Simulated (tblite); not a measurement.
## Saddle-point search of C$_{7}$H$_{13}$B

C$_{7}$H$_{13}$B, computed with GFN2-xTB saddle search (eigenvector following) and harmonic vibrations, gas phase (tblite 0.8.0).

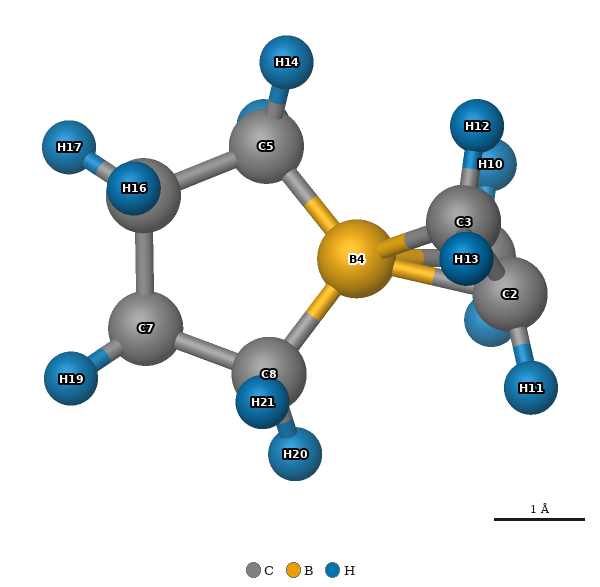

Figure 1. The input geometry (ball-and-stick view, seen at a tilt; atoms are numbered from 1 in the order of the input). Bond lengths as drawn: B–C 1.62 to 1.77 Å, C–C 1.41 to 1.54 Å and C–H 1.08 to 1.09 Å.

**Input file**
```
{"job": {"xc": "GFN2-xTB", "basis": "xTB", "kind": "saddle"}, "charge": 0, "multiplicity": 1}
C      1.942774    -0.222441    -0.853764
C      2.123202     0.544561     0.310578
C      1.233798     1.634767     0.460179
B      0.437947     0.159828    -0.001373
C     -0.755663     0.420785    -1.087311
C     -2.004506    -0.049704    -0.333104
C     -1.545625    -1.258292     0.478608
C     -0.209527    -0.831961     1.103837
H      2.407331    -1.196069    -0.901595
H      1.870514     0.268216    -1.812001
H      2.559162     0.087184     1.188843
H      1.122609     2.338839    -0.350519
H      1.166026     2.094129     1.435438
H     -0.869623     1.447680    -1.431127
H     -0.630393    -0.202286    -1.973823
H     -2.338144     0.735026     0.348117
H     -2.828454    -0.293185    -1.005631
H     -1.378887    -2.098891    -0.197823
H     -2.284572    -1.561334     1.221484
H      0.391331    -1.706416     1.357730
H     -0.409299    -0.310436     2.043257
```

The first line tells a small driver script what to run in tblite; the rest is the geometry in Å.

Run as:
```bash
OMP_NUM_THREADS=1 python <driver script> task.json out
```

**Log**
```
step      E/eV     max force
  0    -620.10370   0.0129
  1    -620.10367   0.0495
  2    -620.10433   0.0093
  3    -620.10393   0.0201
  4    -620.10270   0.0169
  5    -620.10016   0.0272
  6    -620.09711   0.0210
  7    -620.09225   0.0489
  8    -620.09603   0.0180
  9    -620.09381   0.0290
 10    -620.09103   0.0337
 11    -620.08839   0.0255
 12    -620.08382   0.0309
 13    -620.07938   0.0872
 14    -620.08644   0.0289
 15    -620.09024   0.0279
 16    -620.09387   0.0270
 17    -620.09704   0.0593
 18    -620.09547   0.0184
 19    -620.09719   0.0212
 20    -620.09836   0.0223
 21    -620.09747   0.0187
 22    -620.09583   0.0477
 23    -620.09663   0.0129
 24    -620.09687   0.0472
 25    -620.09666   0.0042
 26    -620.09671   0.0010
lowest wavenumbers (cm-1): -177.7 75.2 198.8 244.8 263.2 299.7
```

**Trajectory as extended XYZ (Å, eV, eV/Å), 11 of the 12 frames kept, from step=0 to step=26**
```
21
Properties=species:S:1:pos:R:3:forces:R:3 step=0 energy=-620.10370
C     1.9428   -0.2224   -0.8538    0.0040   0.0030   0.0010
C     2.1232    0.5446    0.3106   -0.0040   0.0010   0.0020
C     1.2338    1.6348    0.4602   -0.0050   0.0000  -0.0010
B     0.4379    0.1598   -0.0014    0.0000  -0.0060  -0.0030
C    -0.7557    0.4208   -1.0873    0.0010   0.0000  -0.0010
C    -2.0045   -0.0497   -0.3331    0.0020  -0.0010   0.0010
C    -1.5456   -1.2583    0.4786   -0.0010  -0.0010   0.0030
C    -0.2095   -0.8320    1.1038    0.0040  -0.0090  -0.0040
H     2.4073   -1.1961   -0.9016   -0.0030  -0.0030   0.0040
H     1.8705    0.2682   -1.8120    0.0000   0.0020   0.0020
H     2.5592    0.0872    1.1888   -0.0010   0.0020   0.0010
H     1.1226    2.3388   -0.3505    0.0010   0.0040   0.0030
H     1.1660    2.0941    1.4354    0.0010   0.0080  -0.0010
H    -0.8696    1.4477   -1.4311    0.0010   0.0000   0.0020
H    -0.6304   -0.2023   -1.9738   -0.0050   0.0040  -0.0060
H    -2.3381    0.7350    0.3481   -0.0010   0.0030  -0.0020
H    -2.8285   -0.2932   -1.0056    0.0050   0.0000   0.0000
H    -1.3789   -2.0989   -0.1978   -0.0030  -0.0040   0.0040
H    -2.2846   -1.5613    1.2215   -0.0030   0.0060   0.0020
H     0.3913   -1.7064    1.3577    0.0000  -0.0110   0.0000
H    -0.4093   -0.3104    2.0433    0.0090   0.0020  -0.0090
21
Properties=species:S:1:pos:R:3:forces:R:3 step=2 energy=-620.10433
C     1.9501   -0.2115   -0.8562    0.0000  -0.0030   0.0000
C     2.1210    0.5494    0.3139    0.0020   0.0020   0.0030
C     1.2240    1.6324    0.4663   -0.0020   0.0030   0.0000
B     0.4413    0.1516   -0.0075    0.0010  -0.0030  -0.0010
C    -0.7510    0.4103   -1.0942    0.0030   0.0000   0.0040
C    -2.0020   -0.0460   -0.3356   -0.0030  -0.0010   0.0030
C    -1.5539   -1.2505    0.4888   -0.0020   0.0020  -0.0020
C    -0.2039   -0.8427    1.0968    0.0040   0.0000  -0.0050
H     2.4216   -1.1814   -0.9092    0.0020  -0.0040   0.0040
H     1.8774    0.2859   -1.8110    0.0030  -0.0010  -0.0010
H     2.5570    0.0894    1.1907   -0.0010   0.0030   0.0020
H     1.1108    2.3411   -0.3399   -0.0020   0.0000  -0.0040
H     1.1495    2.0857    1.4440   -0.0020   0.0050   0.0000
H    -0.8596    1.4345   -1.4468    0.0000   0.0090  -0.0020
H    -0.6294   -0.2207   -1.9754    0.0000  -0.0040  -0.0070
H    -2.3319    0.7479    0.3364    0.0000   0.0040   0.0050
H    -2.8264   -0.2916   -1.0067   -0.0020   0.0020   0.0020
H    -1.4103   -2.1042   -0.1759   -0.0010  -0.0070  -0.0060
H    -2.2910   -1.5283    1.2430   -0.0050  -0.0020   0.0040
H     0.3895   -1.7263    1.3364    0.0040  -0.0070  -0.0020
H    -0.3827   -0.3250    2.0421    0.0020   0.0020   0.0040
21
Properties=species:S:1:pos:R:3:forces:R:3 step=4 energy=-620.10270
C     1.9687   -0.1861   -0.8665    0.0000   0.0030   0.0010
C     2.1189    0.5554    0.3152   -0.0020   0.0010   0.0010
C     1.2001    1.6227    0.4823    0.0060   0.0040  -0.0090
B     0.4423    0.1478   -0.0083   -0.0060  -0.0060  -0.0040
C    -0.7399    0.3822   -1.1094   -0.0010   0.0040  -0.0040
C    -1.9969   -0.0346   -0.3385    0.0010   0.0000   0.0030
C    -1.5692   -1.2340    0.5052   -0.0020  -0.0030  -0.0040
C    -0.1997   -0.8551    1.0907    0.0010  -0.0030  -0.0010
H     2.4553   -1.1473   -0.9387   -0.0040   0.0020   0.0100
H     1.8755    0.3258   -1.8118    0.0070  -0.0120   0.0080
H     2.5601    0.0882    1.1857   -0.0030   0.0060   0.0030
H     1.0892    2.3493   -0.3087   -0.0010  -0.0070  -0.0020
H     1.1180    2.0560    1.4688   -0.0010   0.0050  -0.0100
H    -0.8351    1.3939   -1.5014    0.0000  -0.0060   0.0100
H    -0.6215   -0.2846   -1.9653   -0.0050   0.0140   0.0080
H    -2.3082    0.7788    0.3194    0.0040  -0.0050   0.0030
H    -2.8285   -0.2766   -1.0020   -0.0020   0.0030   0.0030
H    -1.4597   -2.1053   -0.1436   -0.0010   0.0060  -0.0010
H    -2.3045   -1.4753    1.2744    0.0070  -0.0020  -0.0090
H     0.3839   -1.7519    1.3046    0.0000  -0.0020  -0.0030
H    -0.3491   -0.3495    2.0478    0.0020  -0.0030  -0.0020
21
Properties=species:S:1:pos:R:3:forces:R:3 step=7 energy=-620.09225
C     1.9983   -0.1458   -0.8958    0.0140   0.0040  -0.0220
C     2.1233    0.5428    0.3053   -0.0020  -0.0010   0.0020
C     1.1833    1.6023    0.5114    0.0170   0.0320  -0.0110
B     0.4258    0.1755    0.0155   -0.0420  -0.0230  -0.0100
C    -0.7273    0.3498   -1.1228    0.0040   0.0070   0.0030
C    -1.9972   -0.0386   -0.3589   -0.0010  -0.0020   0.0090
C    -1.5877   -1.2126    0.5303   -0.0040  -0.0040  -0.0100
C    -0.2074   -0.8461    1.1014    0.0040   0.0000  -0.0060
H     2.4885   -1.1000   -1.0159   -0.0080   0.0030   0.0190
H     1.8407    0.3923   -1.8175    0.0160  -0.0310   0.0270
H     2.5752    0.0539    1.1582   -0.0050   0.0130   0.0030
H     1.1005    2.3705   -0.2449   -0.0020  -0.0200   0.0010
H     1.1187    2.0003    1.5146   -0.0020   0.0100  -0.0190
H    -0.8178    1.3418   -1.5635   -0.0010   0.0010   0.0150
H    -0.5904   -0.3572   -1.9430   -0.0080   0.0210   0.0050
H    -2.3169    0.7974    0.2654    0.0050  -0.0060   0.0090
H    -2.8185   -0.3013   -1.0276   -0.0030   0.0070   0.0090
H    -1.5030   -2.1118   -0.0831    0.0040   0.0060  -0.0090
H    -2.3255   -1.4060    1.3104    0.0070  -0.0110  -0.0120
H     0.3752   -1.7491    1.2902    0.0040  -0.0050  -0.0010
H    -0.3377   -0.3582    2.0701    0.0010   0.0000  -0.0020
21
Properties=species:S:1:pos:R:3:forces:R:3 step=9 energy=-620.09381
C     2.0036   -0.1394   -0.8785   -0.0050  -0.0110   0.0090
C     2.1130    0.5708    0.3210   -0.0080   0.0040   0.0000
C     1.1569    1.6088    0.5045    0.0050   0.0000  -0.0050
B     0.4439    0.1371   -0.0115    0.0060  -0.0040  -0.0040
C    -0.7210    0.3325   -1.1332   -0.0100   0.0060  -0.0010
C    -1.9874   -0.0137   -0.3440    0.0050   0.0040   0.0010
C    -1.5978   -1.2008    0.5366    0.0120  -0.0130   0.0010
C    -0.1893   -0.8864    1.0737   -0.0060  -0.0120   0.0090
H     2.5199   -1.0823   -0.9772   -0.0100  -0.0040   0.0170
H     1.8801    0.3915   -1.8092    0.0070  -0.0130   0.0020
H     2.5620    0.0965    1.1834   -0.0030   0.0080   0.0060
H     1.0464    2.3585   -0.2648   -0.0030  -0.0060  -0.0120
H     1.0587    2.0139    1.5017    0.0000   0.0080  -0.0130
H    -0.7930    1.3193   -1.5884   -0.0040   0.0010   0.0160
H    -0.6107   -0.3907   -1.9436   -0.0090   0.0230   0.0040
H    -2.2660    0.8330    0.2860    0.0050  -0.0120   0.0040
H    -2.8311   -0.2496   -0.9948    0.0030   0.0070   0.0070
H    -1.5628   -2.1033   -0.0776    0.0070   0.0210   0.0030
H    -2.3229   -1.3660    1.3353    0.0190  -0.0110  -0.0190
H     0.3723   -1.8109    1.2223   -0.0110   0.0150   0.0010
H    -0.2747   -0.4188    2.0581   -0.0010  -0.0110  -0.0240
21
Properties=species:S:1:pos:R:3:forces:R:3 step=14 energy=-620.08644
C     2.0214   -0.1184   -0.8880   -0.0140  -0.0140   0.0210
C     2.1127    0.5696    0.3196    0.0020   0.0040   0.0030
C     1.1454    1.6013    0.5165   -0.0060  -0.0130  -0.0070
B     0.4367    0.1450   -0.0037    0.0240   0.0040  -0.0020
C    -0.7145    0.3160   -1.1398   -0.0040   0.0080   0.0000
C    -1.9868   -0.0139   -0.3540    0.0020   0.0030   0.0030
C    -1.6093   -1.1861    0.5522    0.0070  -0.0040  -0.0040
C    -0.1896   -0.8915    1.0719    0.0040  -0.0010  -0.0030
H     2.5437   -1.0555   -1.0030   -0.0060  -0.0190   0.0160
H     1.8729    0.4208   -1.8091    0.0030  -0.0060  -0.0130
H     2.5657    0.0888    1.1761   -0.0020   0.0060   0.0090
H     1.0433    2.3653   -0.2397   -0.0050   0.0050  -0.0230
H     1.0510    1.9924    1.5193   -0.0020   0.0140  -0.0040
H    -0.7832    1.2927   -1.6158   -0.0040   0.0150   0.0120
H    -0.5980   -0.4240   -1.9334   -0.0070   0.0110  -0.0100
H    -2.2683    0.8452    0.2567    0.0020   0.0020   0.0180
H    -2.8257   -0.2601   -1.0066   -0.0060   0.0060   0.0030
H    -1.6014   -2.1040   -0.0377    0.0120  -0.0060  -0.0200
H    -2.3292   -1.3150    1.3612    0.0000  -0.0180  -0.0030
H     0.3659   -1.8231    1.1908    0.0040  -0.0030   0.0060
H    -0.2526   -0.4454    2.0667   -0.0030   0.0060  -0.0030
21
Properties=species:S:1:pos:R:3:forces:R:3 step=16 energy=-620.09387
C     2.0033   -0.1450   -0.8865   -0.0080  -0.0070   0.0090
C     2.1189    0.5548    0.3124   -0.0050   0.0040   0.0000
C     1.1730    1.6070    0.5058    0.0040   0.0000  -0.0050
B     0.4315    0.1612    0.0054    0.0070  -0.0070  -0.0060
C    -0.7260    0.3447   -1.1256   -0.0050   0.0050   0.0000
C    -1.9945   -0.0278   -0.3513    0.0040   0.0010   0.0040
C    -1.5926   -1.2091    0.5312    0.0070  -0.0130   0.0000
C    -0.2003   -0.8638    1.0893   -0.0020  -0.0110   0.0070
H     2.5045   -1.0949   -0.9939   -0.0100  -0.0060   0.0160
H     1.8599    0.3865   -1.8134    0.0070  -0.0120   0.0020
H     2.5684    0.0743    1.1710   -0.0030   0.0070   0.0060
H     1.0800    2.3647   -0.2587   -0.0050  -0.0050  -0.0110
H     1.0953    2.0121    1.5048   -0.0020   0.0080  -0.0100
H    -0.8096    1.3352   -1.5705   -0.0020   0.0040   0.0130
H    -0.6003   -0.3676   -1.9429   -0.0080   0.0170   0.0000
H    -2.2965    0.8114    0.2777    0.0050  -0.0070   0.0070
H    -2.8258   -0.2777   -1.0124    0.0000   0.0070   0.0060
H    -1.5276   -2.1084   -0.0852    0.0060   0.0190   0.0020
H    -2.3256   -1.3936    1.3185    0.0180  -0.0090  -0.0180
H     0.3755   -1.7760    1.2574   -0.0090   0.0110   0.0010
H    -0.3118   -0.3879    2.0669    0.0000  -0.0080  -0.0220
21
Properties=species:S:1:pos:R:3:forces:R:3 step=18 energy=-620.09547
C     1.9977   -0.1532   -0.8866   -0.0080  -0.0070   0.0070
C     2.1207    0.5491    0.3097   -0.0020   0.0040   0.0020
C     1.1824    1.6082    0.5028    0.0030   0.0030  -0.0050
B     0.4291    0.1672    0.0090    0.0060  -0.0070  -0.0060
C    -0.7298    0.3541   -1.1208   -0.0030   0.0050   0.0010
C    -1.9969   -0.0333   -0.3513    0.0020   0.0020   0.0030
C    -1.5865   -1.2159    0.5250    0.0050  -0.0060  -0.0020
C    -0.2043   -0.8542    1.0952    0.0010  -0.0050   0.0000
H     2.4915   -1.1070   -0.9921   -0.0080  -0.0070   0.0150
H     1.8549    0.3762   -1.8147    0.0070  -0.0110   0.0010
H     2.5692    0.0681    1.1687   -0.0030   0.0070   0.0060
H     1.0929    2.3643   -0.2637   -0.0050  -0.0040  -0.0110
H     1.1108    2.0170    1.5007   -0.0030   0.0090  -0.0080
H    -0.8189    1.3488   -1.5551   -0.0010   0.0070   0.0110
H    -0.6004   -0.3484   -1.9457   -0.0060   0.0140  -0.0030
H    -2.3071    0.7992    0.2824    0.0040  -0.0040   0.0080
H    -2.8248   -0.2858   -1.0157   -0.0010   0.0060   0.0050
H    -1.5032   -2.1087   -0.0979    0.0050   0.0060  -0.0060
H    -2.3224   -1.4172    1.3048    0.0080  -0.0090  -0.0080
H     0.3773   -1.7591    1.2791   -0.0020   0.0010   0.0010
H    -0.3320   -0.3695    2.0662    0.0010  -0.0020  -0.0100
21
Properties=species:S:1:pos:R:3:forces:R:3 step=21 energy=-620.09747
C     1.9777   -0.1852   -0.8911    0.0000  -0.0090  -0.0010
C     2.1296    0.5195    0.2956   -0.0060   0.0060   0.0030
C     1.2242    1.6110    0.4931    0.0030   0.0040  -0.0010
B     0.4131    0.2037    0.0316    0.0000  -0.0060  -0.0040
C    -0.7465    0.3957   -1.0988   -0.0060   0.0020   0.0000
C    -2.0087   -0.0627   -0.3583    0.0040   0.0040   0.0010
C    -1.5614   -1.2421    0.5028    0.0080  -0.0060   0.0010
C    -0.2240   -0.8079    1.1235   -0.0030  -0.0100   0.0020
H     2.4362   -1.1568   -0.9946   -0.0050  -0.0010   0.0120
H     1.8253    0.3371   -1.8213    0.0060  -0.0070   0.0040
H     2.5741    0.0334    1.1538   -0.0020   0.0070   0.0040
H     1.1569    2.3656   -0.2779   -0.0060  -0.0060  -0.0060
H     1.1867    2.0323    1.4879   -0.0040   0.0040  -0.0090
H    -0.8639    1.4069   -1.4862    0.0000  -0.0010   0.0070
H    -0.5941   -0.2617   -1.9561   -0.0060   0.0110   0.0020
H    -2.3662    0.7415    0.2872    0.0060  -0.0060   0.0020
H    -2.8136   -0.3370   -1.0423    0.0030   0.0070   0.0060
H    -1.4011   -2.1120   -0.1379   -0.0010   0.0130   0.0040
H    -2.3087   -1.5073    1.2523    0.0110  -0.0020  -0.0080
H     0.3839   -1.6805    1.3690   -0.0070   0.0040  -0.0040
H    -0.4196   -0.2934    2.0679    0.0050  -0.0100  -0.0150
21
Properties=species:S:1:pos:R:3:forces:R:3 step=23 energy=-620.09663
C     1.9875   -0.1886   -0.8968    0.0040  -0.0060  -0.0080
C     2.1310    0.5085    0.2895   -0.0020   0.0050   0.0040
C     1.2300    1.6088    0.4920    0.0040   0.0070   0.0000
B     0.4006    0.2229    0.0448   -0.0110  -0.0060  -0.0030
C    -0.7511    0.4022   -1.0938   -0.0020   0.0020   0.0030
C    -2.0131   -0.0694   -0.3609    0.0020   0.0010   0.0010
C    -1.5581   -1.2459    0.4999    0.0040  -0.0020   0.0000
C    -0.2324   -0.7946    1.1323    0.0000  -0.0040  -0.0020
H     2.4388   -1.1629   -1.0033   -0.0030  -0.0020   0.0070
H     1.8152    0.3318   -1.8242    0.0050  -0.0060   0.0060
H     2.5747    0.0207    1.1471   -0.0010   0.0050   0.0030
H     1.1767    2.3675   -0.2767   -0.0050  -0.0050  -0.0030
H     1.2065    2.0305    1.4870   -0.0030   0.0030  -0.0050
H    -0.8762    1.4136   -1.4784    0.0010   0.0020   0.0040
H    -0.5903   -0.2505   -1.9528   -0.0030   0.0060  -0.0010
H    -2.3805    0.7297    0.2852    0.0030  -0.0010   0.0020
H    -2.8124   -0.3489   -1.0490    0.0010   0.0040   0.0030
H    -1.3804   -2.1108   -0.1426   -0.0010   0.0040   0.0000
H    -2.3075   -1.5242    1.2421    0.0050  -0.0010  -0.0030
H     0.3839   -1.6589    1.3847   -0.0020  -0.0020  -0.0010
H    -0.4430   -0.2813    2.0738    0.0040  -0.0030  -0.0060
21
Properties=species:S:1:pos:R:3:forces:R:3 step=26 energy=-620.09671
C     2.0007   -0.1949   -0.8973    0.0000   0.0000   0.0000
C     2.1310    0.5028    0.2859    0.0000   0.0000   0.0000
C     1.2318    1.6091    0.4867    0.0000   0.0000   0.0000
B     0.3893    0.2367    0.0543   -0.0010   0.0000   0.0000
C    -0.7564    0.4098   -1.0889    0.0000   0.0000   0.0000
C    -2.0172   -0.0717   -0.3596    0.0000   0.0000   0.0000
C    -1.5560   -1.2496    0.4957    0.0000   0.0000   0.0000
C    -0.2375   -0.7889    1.1360    0.0000   0.0000   0.0000
H     2.4483   -1.1714   -0.9977    0.0000   0.0000   0.0000
H     1.8144    0.3173   -1.8258    0.0000   0.0000   0.0000
H     2.5727    0.0191    1.1470    0.0000   0.0000   0.0000
H     1.1860    2.3658   -0.2848    0.0000   0.0000   0.0000
H     1.2176    2.0365    1.4793    0.0000   0.0000   0.0000
H    -0.8867    1.4228   -1.4680    0.0000   0.0000   0.0000
H    -0.5918   -0.2369   -1.9516    0.0000   0.0000   0.0000
H    -2.3878    0.7223    0.2909    0.0000   0.0000   0.0000
H    -2.8152   -0.3508   -1.0491    0.0000   0.0000   0.0000
H    -1.3673   -2.1084   -0.1517    0.0000   0.0000   0.0000
H    -2.3056   -1.5398    1.2329    0.0000   0.0000   0.0000
H     0.3857   -1.6484    1.3876    0.0000   0.0000   0.0000
H    -0.4562   -0.2812    2.0784    0.0000   0.0000   0.0000
```

**Results in brief**

```json
{"quantity": "outcome", "value": "converged"}
{"quantity": "total energy", "value": "−620.0967 eV"}
{"quantity": "point group", "value": "C1"}
{"quantity": "hardware", "value": "1 CPU thread, shared host"}
{"quantity": "wall time", "value": "7.7 s"}
{"quantity": "peak memory", "value": "0.19 GiB"}
```
